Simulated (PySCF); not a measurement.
# SiH2Br2 (dibromosilane): levels of theory compared

We compute a comparison of 6 runs (HF/3-21G, CAM-B3LYP/def2-SVP, M06-2X/def2-SVP, M06-L/def2-SVP, PBE/def2-SVP, SCS-MP2/def2-SVP) of SiH2Br2 (dibromosilane). 

The calculation is run with PySCF 2.14.0.

2 further runs of the same task are left out: 2 set aside as unsound or not needed.

## Step 1: The molecule

SiH2Br2 has 5 atoms, charge 0, and is taken as a singlet. As SMILES, `Br[SiH2]Br`. Geometry: relaxed at PBE0-D4/def2-TZVP.

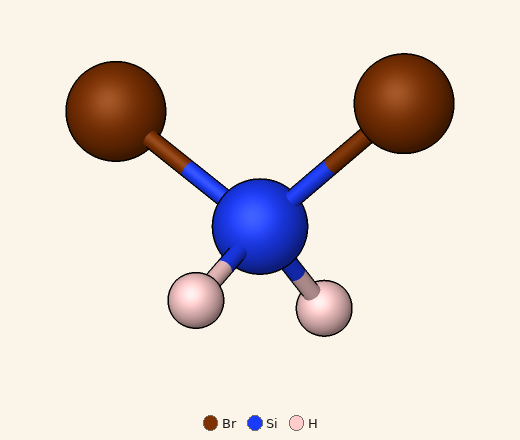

The structure, seen from a chosen angle (bromine brown, silicon blue, hydrogen pink).

## Step 2: A single-point energy at HF/3-21G (run 1)

job.py

```python
from pyscf import gto, scf

system = gto.M(
    atom=[
    ('Br', (-1.672690, -1.239290, 0.362310)),
    ('Si', (0.158230, -0.046290, 0.054680)),
    ('Br', (-0.295570, 1.814160, -1.042010)),
    ('H', (1.103430, -0.843230, -0.751710)),
    ('H', (0.706590, 0.314640, 1.376730)),
],
    charge=0,
    max_memory=1860,
    basis='3-21g',
    verbose=4,
)

myscf = scf.RHF(system)
myscf.conv_tol = 1e-10
myscf.kernel()
if not myscf.converged:
    myscf = myscf.newton().run(myscf.mo_coeff, myscf.mo_occ)

e_final = myscf.e_tot
print(f'total energy: {e_final:.8f} hartree')
```

The run is started by

```bash
$ OMP_NUM_THREADS=1 python job.py
```

Output:

```text
PySCF version 2.14.0

[INPUT] num. atoms = 5
[INPUT] num. electrons = 86
[INPUT] charge = 0
[INPUT] spin (= nelec alpha-beta = 2S) = 0
[INPUT] symmetry False subgroup None
[INPUT] Mole.unit = angstrom
[INPUT] Symbol           X                Y                Z      unit          X                Y                Z       unit  Magmom
[INPUT]  1 Br    -1.672690000000  -1.239290000000   0.362310000000 AA   -3.160925991299  -2.341918688912   0.684666672191 Bohr   0.0
[INPUT]  2 Si     0.158230000000  -0.046290000000   0.054680000000 AA    0.299011364690  -0.087475422306   0.103330224491 Bohr   0.0
[INPUT]  3 Br    -0.295570000000   1.814160000000  -1.042010000000 AA   -0.558546350638   3.428265546141  -1.969113519058 Bohr   0.0
[INPUT]  4 H      1.103430000000  -0.843230000000  -0.751710000000 AA    2.085180497629  -1.593473760017  -1.420526025097 Bohr   0.0
[INPUT]  5 H      0.706590000000   0.314640000000   1.376730000000 AA    1.335261582356   0.594583427833   2.601642647472 Bohr   0.0

nuclear repulsion = 448.279263033008
number of shells = 31
number of NR pGTOs = 141
number of NR cGTOs = 61
basis = 3-21g
ecp = {}

******** <class 'pyscf.scf.hf.RHF'> ********
method = RHF
initial guess = minao
damping factor = 0
level_shift factor = 0
DIIS = <class 'pyscf.scf.diis.CDIIS'>
diis_start_cycle = 1
diis_space = 8
diis_damp = 0
SCF conv_tol = 1e-10
SCF conv_tol_grad = None
SCF max_cycles = 50
direct_scf = True
direct_scf_tol = 1e-13
Set gradient conv threshold to 1e-05
Initial guess from minao.
init E= -5403.17071969488
  HOMO = -0.37490602489684  LUMO = 0.030389438251937  gap/eV = 11.02865
cycle= 1 E= -5408.64848710068  delta_E= -5.48  |g|= 0.373  |ddm|= 1.96
  HOMO = -0.393693972468756  LUMO = 0.075163777335759  gap/eV = 12.75827
cycle= 2 E= -5408.69894815759  delta_E= -0.0505  |g|= 0.126  |ddm|= 0.909
  HOMO = -0.417091242134279  LUMO = 0.102317824645861  gap/eV = 14.13384
cycle= 3 E= -5408.70465926523  delta_E= -0.00571  |g|= 0.0137  |ddm|= 0.228
  HOMO = -0.416374275176281  LUMO = 0.105153828400274  gap/eV = 14.19150
cycle= 4 E= -5408.70481680819  delta_E= -0.000158  |g|= 0.00248  |ddm|= 0.0448
  HOMO = -0.416838167173305  LUMO = 0.104732153345117  gap/eV = 14.19265
cycle= 5 E= -5408.70482437028  delta_E= -7.56e-06  |g|= 0.000574  |ddm|= 0.0117
  HOMO = -0.416823166433756  LUMO = 0.104902188823012  gap/eV = 14.19687
cycle= 6 E= -5408.70482476381  delta_E= -3.94e-07  |g|= 6.75e-05  |ddm|= 0.00328
  HOMO = -0.416852644283808  LUMO = 0.104878049561736  gap/eV = 14.19702
cycle= 7 E= -5408.70482476782  delta_E= -4.01e-09  |g|= 1.1e-05  |ddm|= 0.000297
  HOMO = -0.416851963242677  LUMO = 0.104880227461617  gap/eV = 14.19706
cycle= 8 E= -5408.70482476792  delta_E= -9.64e-11  |g|= 2.22e-06  |ddm|= 3.16e-05
  HOMO = -0.416852347025257  LUMO = 0.104880225911511  gap/eV = 14.19707
Extra cycle  E= -5408.70482476789  delta_E= 2.09e-11  |g|= 8.98e-07  |ddm|= 6.13e-06
converged SCF energy = -5408.70482476789
total energy: -5408.70482477 hartree
```

Run time: 0.88 s. Hardware: 1 thread of Arm Neoverse V1, shared host; peak memory 0.11 GiB.

## Step 3: A single-point energy at CAM-B3LYP/def2-SVP (run 2)

input.py

```python
from pyscf import gto, dft

mol = gto.M(
    atom=[
    ('Br', (-1.672690, -1.239290, 0.362310)),
    ('Si', (0.158230, -0.046290, 0.054680)),
    ('Br', (-0.295570, 1.814160, -1.042010)),
    ('H', (1.103430, -0.843230, -0.751710)),
    ('H', (0.706590, 0.314640, 1.376730)),
],
    verbose=3,
    max_memory=1860,
    basis='def2-svp',
)

myscf = dft.RKS(mol, xc='cam-b3lyp')
myscf.conv_tol = 1e-10
myscf.grids.level = 5
myscf.kernel()
if not myscf.converged:
    myscf = myscf.newton().run(myscf.mo_coeff, myscf.mo_occ)

e_tot = myscf.e_tot
print('E = %.10f Eh' % e_tot)
```

The run is started by

```bash
$ OMP_NUM_THREADS=1 python input.py
```

Output:

```text
converged SCF energy = -5438.62417868662
E = -5438.6241786866 Eh
```

Run time: 26 s. Hardware: 1 thread of Arm Neoverse V1, shared host; peak memory 0.49 GiB.

Runs 3 to 5 aren't shown in full; the table further down has their settings and results.

## Step 4: A single-point energy at SCS-MP2/def2-SVP (run 6)

run.py

```python
from pyscf import gto, scf, mp

molecule = gto.M(
    atom='''
Br    -1.672690    -1.239290     0.362310
Si     0.158230    -0.046290     0.054680
Br    -0.295570     1.814160    -1.042010
H      1.103430    -0.843230    -0.751710
H      0.706590     0.314640     1.376730
''',
    charge=0,
    spin=0,
    verbose=3,
    max_memory=1860,
    basis='def2-svp',
)

mf = scf.RHF(molecule)
mf.conv_tol = 1e-10
mf.kernel()
if not mf.converged:
    mf = mf.newton().run(mf.mo_coeff, mf.mo_occ)

pt = mp.MP2(mf, frozen=23).run()
energy = mf.e_tot + 1.2 * pt.e_corr_os + pt.e_corr_ss / 3
print(f'total energy: {energy:.8f} hartree')
```

The run is started by

```bash
$ OMP_NUM_THREADS=1 python run.py
```

Output:

```text
converged SCF energy = -5434.29959559037
E(RMP2) = -5434.85674399502  E_corr = -0.557148404653676
E(SCS-RMP2) = -5434.82333729839  E_corr = -0.523741708023273
total energy: -5434.82333730 hartree
```

Run time: 2.4 s. Hardware: 1 thread of Arm Neoverse V1, shared host; peak memory 0.22 GiB.

## Step 5: All runs side by side

| run | level | integration grid | frozen core orbitals | energy (Eh) | dipole moment (D) of the reference | HOMO energy (eV) | LUMO energy (eV) | wall time |
| --- | --- | --- | --- | --- | --- | --- | --- | --- |
| 1 | HF/3-21G | – | – | -5408.704825 | 2.12 | -11.34 | 2.85 | 0.88 s |
| 2 | CAM-B3LYP/def2-SVP | 5 | – | -5438.624179 | 1.21 | -9.77 | 0.86 | 26 s |
| 3 | M06-2X/def2-SVP | 5 | – | -5438.440578 | 1.35 | -9.73 | 0.50 | 29 s |
| 4 | M06-L/def2-SVP | 5 | – | -5438.186104 | 1.13 | -7.55 | -0.87 | 28 s |
| 5 | PBE/def2-SVP | 5 | – | -5437.445079 | 1.03 | -7.18 | -1.23 | 15 s |
| 6 | SCS-MP2/def2-SVP | – | 23 | -5434.823337 | 1.46 | -11.46 | 3.40 | 2.4 s |

## Step 6: Summary of results

| quantity | value |
| --- | --- |
| run 6: total energy | -5434.82334 Eh |
| run 6: dipole moment (Hartree–Fock density) | 1.46 D |
| run 6: HOMO energy (Hartree–Fock orbitals) | -11.46 eV |
| run 6: LUMO energy (Hartree–Fock orbitals) | 3.40 eV |
| run 6: HOMO–LUMO gap (Hartree–Fock orbitals) | 14.87 eV |
| run 6: correlation energy (23 core orbitals frozen) | -523.7 mEh |

In words: Over runs 1, 2, 3, 4, 5 the dipole moment (its size) runs from 1.03 D (PBE/def2-SVP) to 2.12 D (HF/3-21G). The two ends differ in method and basis. Over runs 1, 2, 3, 4, 5 the HOMO–LUMO gap runs from 5.96 eV (PBE/def2-SVP) to 14.20 eV (HF/3-21G). Totals of different functionals can't be ranked against each other. All runs together took 1.7 min, the longest 29 s.
